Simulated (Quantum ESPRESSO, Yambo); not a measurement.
# Excitons of AlN (F-43m) on ever denser meshes, part 4 of 4

Wanted: excitons and ε₂ of AlN (F-43m), with cost.

Quantum ESPRESSO 7.5 and Yambo 5.3.0; PBE and many-body steps on it, plane waves. Known limits of the many-body steps: not at the basis limit; coarse k mesh; bindings not settled in the k mesh.

So far. Step 16 (Triplet (no exchange term)): The lowest triplet lies at 5.119 eV; without spin-orbit coupling triplets are dark, so no spectrum is read. Step 17 (Empty states on the mesh, 10×10×10 mesh, 12 bands): On this mesh the gap is 3.325 eV.

## 19. k mesh (10×10×10)

This step: Bethe-Salpeter equation on PBE with a scissors shift, plane waves, norm-conserving pseudopotentials.

bse12.in

```
optics
bss
bse
em1s
dipoles
rim_cut
RandQpts= 1000000
RandGvec= 1 RL
Chimod= "HARTREE"
BSKmod= "SEX"
BSEmod= "resonant"
BSSmod= "d"
BSENGexx= 20 Ry
BSENGBlk= 4 Ry
% BSEQptR
 1 | 1 |
%
% BSEBands
 2 | 5 |
%
% BEnRange
 0 | 8 | eV
%
% BDmRange
 0.1 | 0.1 | eV
%
BEnSteps= 161
% BLongDir
 1 | 0 | 0 |
%
% BndsRnXs
 1 | 12 |
%
NGsBlkXs= 4 Ry
% LongDrXs
 1 | 1 | 1 |
%
% KfnQP_E
 1.327 | 1.0 | 1.0 |
%
WRbsWF
FFTGvecs= 32 Ry
```

On the command line:

```bash
OMP_NUM_THREADS=1 mpirun -n 8 yambo -F bse12.in -J bse12 -C bse12 > bse12.log
```

Output:

```text
 Yambo, version 5.3.0

 [02] CORE Variables Setup
 =========================

  [... cell, symmetries and grids as in the set-up ...]

  [02.05] Energies & Occupations
  ==============================

  [X] === General ===
  [X] Electronic Temperature                        :  0.000000  0.000000 [eV K]
  [X] Bosonic    Temperature                        :  0.000000  0.000000 [eV K]
  [X] Finite Temperature mode                       : no
  [X] El. density                                   :  0.38398E+24 [cm-3]
[...]
==========================================================

   [BSE] Exchange components :  229
   [BSE] Correlation components :   27  229

    [08.01.05.01] Screened interaction header I/O
    =============================================

    [08.01.05.02] Main kernel loop
    ==============================

    [08.01.05.03] Wave-Function Phases
    ==================================

    [BSE] WF phases found       :  61.83511 [o/o]

   [08.01.06] BSE solver(s) @q1
   ============================

   [SLK-Digonalization]  Pools        :  2
   [SLK-Digonalization]  BLACS grid   :  2  2

   [08.01.07] Diago Solver @q1
   ===========================

 [11] Game Over & Game summary
```

Wall time 80 s (8 MPI ranks of Arm Neoverse V2, shared host); peak memory 4.7 GiB; 9.5 min of CPU time.

This step gave:

```yaml
transitions_in_the_window: 3000
direct_gap_of_the_transition_levels: 5.519 eV
lowest_state: 5.205 eV
first_strong_exciton_over_a_fiftieth_of_the_strongest_listed: 5.205 eV
binding_of_the_lowest_state_below_the_direct_gap: 0.3142 eV
coulomb_term_of_one_mesh_cell: 0.3436 eV
```

The binding is 0.91 times the screened Coulomb term of one mesh cell (0.34 eV), so it is not shown settled.

The lowest state lies at 5.205 eV, 0.314 eV under the direct gap.

## 20. Triplet (no exchange term)

bse13.in, as its differences from bse12.in of step 19:

```diff
@@ -12,3 +12,3 @@
 BSSmod= "d"
-BSENGexx= 20 Ry
+BSENGexx= 1 RL
 BSENGBlk= 4 Ry
```

On the command line:

```bash
OMP_NUM_THREADS=1 mpirun -n 8 yambo -F bse13.in -J bse13,bse12_W -C bse13 > bse13.log
```

Output:

```text
 Yambo, version 5.3.0

 [02] CORE Variables Setup
 =========================

  [... cell, symmetries and grids as in the set-up ...]

  [02.05] Energies & Occupations
  ==============================

  [X] === General ===
  [X] Electronic Temperature                        :  0.000000  0.000000 [eV K]
  [X] Bosonic    Temperature                        :  0.000000  0.000000 [eV K]
  [X] Finite Temperature mode                       : no
  [X] El. density                                   :  0.38398E+24 [cm-3]
[...]
=========================================

  [WARNING] [r,Vnl^pseudo] included in position and velocity dipoles.

  [WARNING] In case H contains other non local terms, these are neglected

 [07] Static Dielectric Matrix
 =============================

    [08.01.05.02] Main kernel loop
    ==============================

    [08.01.05.03] Wave-Function Phases
    ==================================

    [BSE] WF phases found       :  61.83511 [o/o]

   [08.01.06] BSE solver(s) @q1
   ============================

   [SLK-Digonalization]  Pools        :  2
   [SLK-Digonalization]  BLACS grid   :  2  2

   [08.01.07] Diago Solver @q1
   ===========================

 [11] Game Over & Game summary
```

Elapsed: 82 s, on 8 MPI ranks; peak memory 4.7 GiB; 10 min of CPU time.

The lowest triplet lies at 5.193 eV; without spin-orbit coupling triplets are dark, so no spectrum is read.

## 21. Empty states on the mesh, 12×12×12 mesh, 12 bands

This step: Quantum ESPRESSO 7.5; DFT, PBE, plane waves, norm-conserving pseudopotentials.

pw.in

```
&control
  calculation = 'nscf'
  prefix = 'x'
  outdir = 'o'
  pseudo_dir = 'pseudo'
/
&system
  ibrav = 0
  nat = 2
  ntyp = 2
  ecutwfc = 72.0
  nbnd = 12
  force_symmorphic = .true.
/
&electrons
  conv_thr = 1e-9
  electron_maxstep = 80
  diago_full_acc = .true.
  diago_thr_init = 5e-6
/
ATOMIC_SPECIES
  Al 26.982 Al.upf
  N 14.007 N.upf
CELL_PARAMETERS angstrom
  -0.0000000000 2.1839935596 2.1839935596
  2.1839935596 -0.0000000000 2.1839935596
  2.1839935596 2.1839935596 -0.0000000000
ATOMIC_POSITIONS crystal
  Al 0.0000000000 0.0000000000 0.0000000000
  N 0.7500000000 0.7500000000 0.7500000000
K_POINTS automatic
  12 12 12 0 0 0
```

On the command line:

```bash
OMP_NUM_THREADS=1 mpirun -n 8 pw.x -nk 4 -in pw.in > pw.out
```

Output:

```text
[banner, memory and clock lines left out]
Program PWSCF v.7.5 starts

     Atomic positions and unit cell read from directory:
     o/x.save/

     Message from routine setup:
     using ibrav=0 with symmetry is DISCOURAGED, use correct ibrav instead

     bravais-lattice index     =            0
     lattice parameter (alat)  =       5.8367  a.u.
     unit-cell volume          =     140.5985 (a.u.)^3
     number of atoms/cell      =            2
     number of atomic types    =            2
     number of electrons       =         8.00
[...]
-8.0106   6.9565   6.9565   6.9565  11.1486  19.5460  19.5460  19.5460
    24.7019  24.7019  26.0437  26.0437

          k = 0.0589 0.0589-0.0589 (  1441 PWs)   bands (ev):

    -7.9085   6.3683   6.9203   6.9203  11.6328  19.2640  19.6454  19.6454
    23.6571  23.6571  25.4351  27.4837

          k = 0.1179 0.1179-0.1179 (  1432 PWs)   bands (ev):

    -7.6130   5.1062   6.8245   6.8245  12.5676  18.6233  19.7060  19.7060
    22.8851  22.8851  24.6199  29.5880

          k = 0.1768 0.1768-0.1768 (  1447 PWs)   bands (ev):

     [... further k-points ...]

     highest occupied, lowest unoccupied level (ev):     6.9565   10.2814

     XML data file, pseudopotentials, collected wavefunctions
```

Elapsed: 1.5 s, on 8 MPI ranks; peak memory 0.05 GiB.

This step gave:

- gap: 3.325 eV
- k of the valence top: 0, 0, 0
- k of the conduction bottom: 0, -0.5, -0.5
- least direct gap: 4.192 eV
- k points computed: 72
- lowest point of the top converged band, above the valence top: 19.09 eV

On this mesh the gap is 3.325 eV.

## 22. Conversion and set-up

This step: Yambo 5.3.0; conversion and set-up on PBE, plane waves, norm-conserving pseudopotentials.

On the command line:

```bash
(cd o/x.save; p2y > p2y.log; mv SAVE ../..); yambo > setup.log
```

Output:

```text
 Yambo, version 5.3.0

 [02] CORE Variables Setup
 =========================

  [02.01] Unit cells
  ==================

  Cell kind             :  FCC
  Atoms in the cell     :  Al  N
  number of Al atoms    :  1
  number of N  atoms    :  1

  List of atomic masses
  Mass of Al    :  26.98200
  Mass of N     :  14.00700

  List of atomic coordinates    : [cc]
  Al1       :  0.000000  0.000000  0.000000  order 1
  N1       :  6.190725  6.190725  6.190725  order 2

  Alat factors          :  4.127150  4.127150  4.127150 [a.u.]
  Direct lattice volume :  140.5985 [a.u.]
[...]
Q [ 2]         [rlu]: -0.31473E-18 -0.31473E-18  0.83333E-01
 Q [ 3]         [rlu]:  0.37242E-17  0.37242E-17  0.16667
[...]
Q [ 8]         [rlu]:  0.57119E-18  0.83333E-01  0.83333E-01
 Q [ 9]         [rlu]: -0.31473E-18  0.83333E-01  0.16667
 Q [10]         [rlu]:  0.37242E-17  0.83333E-01  0.25000
     [... 38 further rows ...]
 Q [49]         [rlu]:  0.083333  0.250000  0.333333
 Q [50]         [rlu]:  0.083333  0.250000  0.416667

 Remaining 22 points informations can be written running with -fatlog

  [03.01] X indexes
  =================

   [03.01.01] Sigma indexes
   ========================

 [06] Game Over & Game summary
```

Run time: 2.8 s. Hardware: 1 MPI rank; peak memory 0.25 GiB.

## 23. k mesh (12×12×12)

This step: Bethe-Salpeter equation on PBE with a scissors shift, plane waves, norm-conserving pseudopotentials.

bse15.in, as its differences from bse13.in of step 20:

```diff
@@ -12,3 +12,3 @@
 BSSmod= "d"
-BSENGexx= 1 RL
+BSENGexx= 20 Ry
 BSENGBlk= 4 Ry
```

On the command line:

```bash
OMP_NUM_THREADS=1 mpirun -n 8 yambo -F bse15.in -J bse15 -C bse15 > bse15.log
```

Output:

```text
 Yambo, version 5.3.0

 [02] CORE Variables Setup
 =========================

  [... cell, symmetries and grids as in the set-up ...]

  [02.05] Energies & Occupations
  ==============================

  [X] === General ===
  [X] Electronic Temperature                        :  0.000000  0.000000 [eV K]
  [X] Bosonic    Temperature                        :  0.000000  0.000000 [eV K]
  [X] Finite Temperature mode                       : no
  [X] El. density                                   :  0.38398E+24 [cm-3]
[...]
==========================================================

   [BSE] Exchange components :  229
   [BSE] Correlation components :   27  229

    [08.01.05.01] Screened interaction header I/O
    =============================================

    [08.01.05.02] Main kernel loop
    ==============================

    [08.01.05.03] Wave-Function Phases
    ==================================

    [BSE] WF phases found       :  66.29051 [o/o]

   [08.01.06] BSE solver(s) @q1
   ============================

   [SLK-Digonalization]  Pools        :  2
   [SLK-Digonalization]  BLACS grid   :  2  2

   [08.01.07] Diago Solver @q1
   ===========================

 [11] Game Over & Game summary
```

Wall time 7.5 min (8 MPI ranks); peak memory 10 GiB; 55 min of CPU time.

This step gave:

* transitions in the window: 5184
* direct gap of the transition levels: 5.519 eV
* lowest state: 5.252 eV
* first strong exciton (over a fiftieth of the strongest listed): 5.252 eV
* binding of the lowest state below the direct gap: 0.2676 eV
* Coulomb term of one mesh cell: 0.2864 eV

The binding is 0.93 times the screened Coulomb term of one mesh cell (0.29 eV), so it is not shown settled.

The lowest state lies at 5.252 eV, 0.268 eV under the direct gap.

The ε₂ has structure finer than the step of the table below, so its rows give means over 0.5 eV, whole bins alone (the curve runs from 0 to 8 eV). Peaks (eV: height): BSE 5.70: 5.74, 6.35: 10.5, 6.80: 9.08, 7.20: 7.08, 7.60: 8.72; no electron-hole interaction 6.75: 3.24, 7.55: 5.64.

Field along x; broadening 0.1 eV; transition window only. Limits: finite bands, cutoff and mesh; exciton not shown settled in the k mesh. The ε₂ by photon energy; means over each step:

| photon energy (eV) | BSE | no electron-hole interaction |
| --- | --- | --- |
| 0.5 | 0.0183 | 0.0125 |
| 1.0 | 0.0216 | 0.0143 |
| 1.5 | 0.0258 | 0.0166 |
| 2.0 | 0.0316 | 0.0195 |
| 2.5 | 0.0397 | 0.0232 |
| 3.0 | 0.0516 | 0.0282 |
| 3.5 | 0.0705 | 0.0352 |
| 4.0 | 0.104 | 0.0456 |
| 4.5 | 0.180 | 0.0629 |
| 5.0 | 0.701 | 0.102 |
| 5.5 | 2.80 | 0.300 |
| 6.0 | 5.49 | 0.930 |
| 6.5 | 8.07 | 1.84 |
| 7.0 | 7.33 | 3.32 |
| 7.5 | 6.82 | 4.56 |

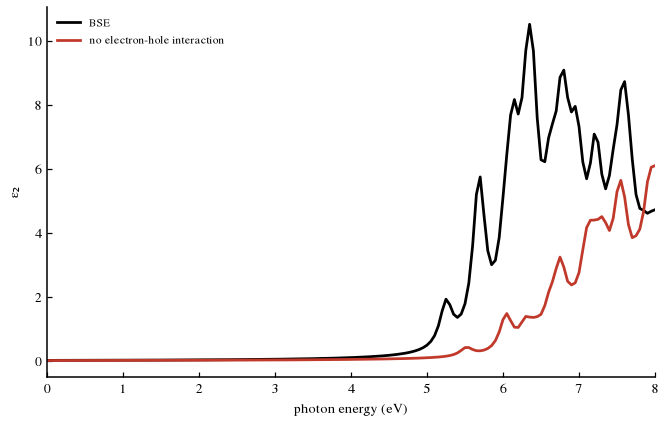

ε₂, plotted against photon energy.

## 24. Triplet (no exchange term)

bse16.in, as its differences from bse15.in of step 23:

```diff
@@ -12,3 +12,3 @@
 BSSmod= "d"
-BSENGexx= 20 Ry
+BSENGexx= 1 RL
 BSENGBlk= 4 Ry
```

On the command line:

```bash
OMP_NUM_THREADS=1 mpirun -n 8 yambo -F bse16.in -J bse16,bse15_W -C bse16 > bse16.log
```

Output:

```text
 Yambo, version 5.3.0

 [02] CORE Variables Setup
 =========================

  [... cell, symmetries and grids as in the set-up ...]

  [02.05] Energies & Occupations
  ==============================

  [X] === General ===
  [X] Electronic Temperature                        :  0.000000  0.000000 [eV K]
  [X] Bosonic    Temperature                        :  0.000000  0.000000 [eV K]
  [X] Finite Temperature mode                       : no
  [X] El. density                                   :  0.38398E+24 [cm-3]
[...]
=========================================

  [WARNING] [r,Vnl^pseudo] included in position and velocity dipoles.

  [WARNING] In case H contains other non local terms, these are neglected

 [07] Static Dielectric Matrix
 =============================

    [08.01.05.02] Main kernel loop
    ==============================

    [08.01.05.03] Wave-Function Phases
    ==================================

    [BSE] WF phases found       :  66.29051 [o/o]

   [08.01.06] BSE solver(s) @q1
   ============================

   [SLK-Digonalization]  Pools        :  2
   [SLK-Digonalization]  BLACS grid   :  2  2

   [08.01.07] Diago Solver @q1
   ===========================

 [11] Game Over & Game summary
```

Wall time 6.7 min (8 MPI ranks); peak memory 9.9 GiB.

The lowest triplet lies at 5.241 eV; without spin-orbit coupling triplets are dark, so no spectrum is read.

## 25. Spectrum in a wider window

bse17.in

```
optics
bss
bse
em1s
dipoles
rim_cut
RandQpts= 1000000
RandGvec= 1 RL
Chimod= "HARTREE"
BSKmod= "SEX"
BSEmod= "resonant"
BSSmod= "h"
BSENGexx= 20 Ry
BSENGBlk= 4 Ry
% BSEQptR
 1 | 1 |
%
% BSEBands
 2 | 8 |
%
% BEnRange
 0 | 11 | eV
%
% BDmRange
 0.1 | 0.1 | eV
%
BEnSteps= 111
% BLongDir
 1 | 0 | 0 |
%
% BndsRnXs
 1 | 12 |
%
NGsBlkXs= 4 Ry
% LongDrXs
 1 | 1 | 1 |
%
% KfnQP_E
 1.327 | 1.0 | 1.0 |
%
BSHayTrs= -0.02
FFTGvecs= 32 Ry
```

On the command line:

```bash
OMP_NUM_THREADS=1 mpirun -n 8 yambo -F bse17.in -J bse17,bse15_W -C bse17 > bse17.log
```

Output:

```text
 Yambo, version 5.3.0

 [02] CORE Variables Setup
 =========================

  [... cell, symmetries and grids as in the set-up ...]

  [02.05] Energies & Occupations
  ==============================

  [X] === General ===
  [X] Electronic Temperature                        :  0.000000  0.000000 [eV K]
  [X] Bosonic    Temperature                        :  0.000000  0.000000 [eV K]
  [X] Finite Temperature mode                       : no
  [X] El. density                                   :  0.38398E+24 [cm-3]
[...]
============================

   [08.01.07] Haydock Solver in the optics basis @q1 using the hermitian scheme
   ============================================================================

   Accuracy (requested)      : -0.020000 [o/o]

   [WARNING] [EPS_extend] Possible inaccuracy in the EPS prolungation

   [WARNING] [EPS_extend] Possible inaccuracy in the EPS prolungation

   [WARNING] [EPS_extend] Possible inaccuracy in the EPS prolungation

[...]
[WARNING] [EPS_extend] Possible inaccuracy in the EPS prolungation

   [WARNING] [EPS_extend] Possible inaccuracy in the EPS prolungation
   Iterations                :  174

 [11] Game Over & Game summary
```

It took 3.3 min on 8 MPI ranks; peak memory 6.2 GiB.

Numbers from this step:

- transitions in the window: 20736
- direct gap of the transition levels: 5.519 eV

The ε₂ has structure finer than the step of the table below, so its rows give means over 0.5 eV, whole bins alone (the curve runs from 0 to 11 eV). Peaks (eV: height): BSE 5.70: 7.16, 6.30: 12.1, 6.80: 11.0, 7.20: 9.14, 7.60: 10.7, 8.40: 7.72, 10.30: 7.52; no electron-hole interaction 7.50: 5.31, 8.30: 8.10, 9.30: 8.24, 10.90: 5.18.

Field along x; broadening 0.1 eV; transition window only. Limits: finite bands, cutoff and mesh; exciton not shown settled in the k mesh. ε₂ against photon energy; means over each step:

| photon energy (eV) | BSE | no electron-hole interaction |
| --- | --- | --- |
| 0.5 | 0.0274 | 0.0174 |
| 1.0 | 0.0319 | 0.0196 |
| 1.5 | 0.0377 | 0.0224 |
| 2.0 | 0.0455 | 0.0258 |
| 2.5 | 0.0563 | 0.0301 |
| 3.0 | 0.0719 | 0.0358 |
| 3.5 | 0.0964 | 0.0437 |
| 4.0 | 0.140 | 0.0551 |
| 4.5 | 0.237 | 0.0737 |
| 5.0 | 0.884 | 0.115 |
| 5.5 | 3.43 | 0.315 |
| 6.0 | 7.03 | 0.952 |
| 6.5 | 9.95 | 1.85 |
| 7.0 | 8.95 | 3.35 |
| 7.5 | 8.59 | 4.60 |
| 8.0 | 6.43 | 5.94 |
| 8.5 | 6.61 | 7.28 |
| 9.0 | 4.41 | 7.57 |
| 9.5 | 2.45 | 6.94 |
| 10.0 | 3.05 | 3.76 |
| 10.5 | 5.04 | 3.84 |

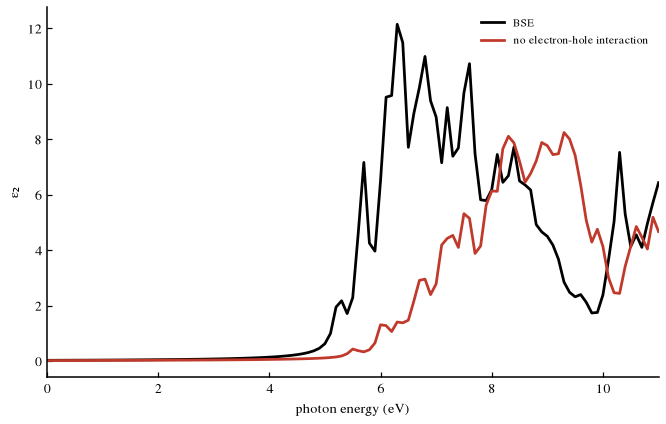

ε₂, plotted against photon energy.

The program warns that the window of bands cuts a degenerate level, which breaks the symmetry of states and spectrum.

## 26. The runs together

Times are wall times on 8 MPI ranks of Arm Neoverse V2, shared host, good to a factor of about two.

| run | mesh | transitions | broadening (eV) | direct gap (eV) | lowest state (eV) | binding (eV) | mesh cell's term (eV) | tallest peak (eV) | height | time |
| --- | --- | --- | --- | --- | --- | --- | --- | --- | --- | --- |
| excitons | 4×4×4 | 192 | 0.1 | 5.519 | 4.880 | 0.639 | 0.752 | 7.15 | 38.5 | 2.6 s |
| triplet (no exchange term) | 4×4×4 | 192 | 0.1 | 5.519 | 4.817 | 0.702 | 0.752 | - | - | 0.99 s |
| k mesh (6×6×6) | 6×6×6 | 648 | 0.1 | 5.519 | 5.026 | 0.493 | 0.561 | 6.85 | 17.9 | 4 s |
| triplet (no exchange term) | 6×6×6 | 648 | 0.1 | 5.519 | 5.000 | 0.519 | 0.561 | - | - | 1.9 s |
| k mesh (8×8×8) | 8×8×8 | 1536 | 0.1 | 5.519 | 5.135 | 0.384 | 0.428 | 6.55 | 15.5 | 16 s |
| triplet (no exchange term) | 8×8×8 | 1536 | 0.1 | 5.519 | 5.119 | 0.400 | 0.428 | - | - | 13 s |
| k mesh (10×10×10) | 10×10×10 | 3000 | 0.1 | 5.519 | 5.205 | 0.314 | 0.344 | 7.00 | 13.0 | 80 s |
| triplet (no exchange term) | 10×10×10 | 3000 | 0.1 | 5.519 | 5.193 | 0.326 | 0.344 | - | - | 82 s |
| k mesh (12×12×12) | 12×12×12 | 5184 | 0.1 | 5.519 | 5.252 | 0.268 | 0.286 | 6.35 | 10.5 | 7.5 min |
| triplet (no exchange term) | 12×12×12 | 5184 | 0.1 | 5.519 | 5.241 | 0.278 | 0.286 | - | - | 6.7 min |
| spectrum in a wider window | 12×12×12 | 20736 | 0.1 | 5.519 | - | - | - | 6.30 | 12.1 | 3.3 min |

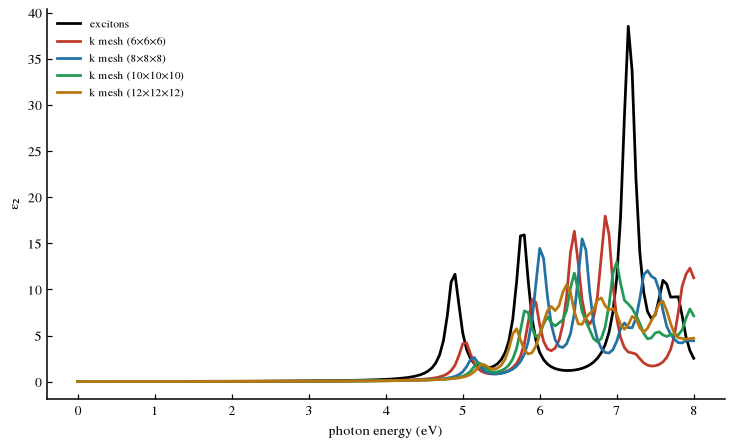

The spectra of the runs.

## 27. Results

- excitons: lowest state 4.880 eV (not settled in the k mesh)
- triplet (no exchange term): lowest state 4.817 eV (not settled in the k mesh)
- k mesh (6×6×6): lowest state 5.026 eV (not settled in the k mesh)
- triplet (no exchange term): lowest state 5.000 eV (not settled in the k mesh)
- k mesh (8×8×8): lowest state 5.135 eV (not settled in the k mesh)
- triplet (no exchange term): lowest state 5.119 eV (not settled in the k mesh)
- k mesh (10×10×10): lowest state 5.205 eV (not settled in the k mesh)
- triplet (no exchange term): lowest state 5.193 eV (not settled in the k mesh)
- k mesh (12×12×12): lowest state 5.252 eV (not settled in the k mesh)
- triplet (no exchange term): lowest state 5.241 eV (not settled in the k mesh)

In words: On the 4×4×4 mesh the lowest exciton lies at 4.880 eV, 0.639 eV below the direct gap; one cell of the mesh carries a screened Coulomb term of 0.75 eV, so this binding is not shown settled. Between the two densest meshes the binding falls by 0.82 of the fall in the mesh cell's term (the screened Coulomb energy of a charge repeated on the supercell that the mesh stands for). The binding is still 0.9 times that term, so the mesh does not resolve the exciton and no limit can be drawn. Triplet (no exchange term), against «excitons (4×4×4)»: the lowest state moves by −0.063 eV (keys changed: BSENGexx). Triplets are dark. k mesh (6×6×6), against «excitons (4×4×4)»: the lowest state moves by +0.147 eV. Triplet (no exchange term), against «k mesh (6×6×6)»: the lowest state moves by −0.026 eV (keys changed: BSENGexx). Triplets are dark. k mesh (8×8×8), against «k mesh (6×6×6)»: the lowest state moves by +0.109 eV. Triplet (no exchange term), against «k mesh (8×8×8)»: the lowest state moves by −0.016 eV (keys changed: BSENGexx). Triplets are dark. k mesh (10×10×10), against «k mesh (8×8×8)»: the lowest state moves by +0.070 eV. Triplet (no exchange term), against «k mesh (10×10×10)»: the lowest state moves by −0.012 eV (keys changed: BSENGexx). Triplets are dark. k mesh (12×12×12), against «k mesh (10×10×10)»: the lowest state moves by +0.047 eV. Triplet (no exchange term), against «k mesh (12×12×12)»: the lowest state moves by −0.010 eV (keys changed: BSENGexx). Triplets are dark. A rigid shift treats all transitions alike. In the G0W0 table the openings from the upper filled bands to the empty bands at the same k run from +1.33 to +1.63 eV (median +1.36), where the shift is +1.33 eV, so peaks stand off by such differences. Lines within a few meV of each other can be one level split by numerical noise, or distinct levels. Screening is static and electronic alone, and only transitions inside the band window count. The 4×4×4 mesh is coarse for this cell, which bears on the long-range parts of exchange and screening.

[Paths, hosts, dates, memory and timing lines, banners, echoed tables and standing remarks are left out of the program output.]

[Logs are printed without paths, hosts, clocks, repeated set-up lines and the standing remarks that a program may print on its own settings, such as how far it seeks lower states.]

[Runs of the session that timed out or met a known fault of the program may be left out.]

[Hosts, paths, dates, database ids (printed as entryN), source tags and the programs' standing remarks are cut or masked in the printed files.]
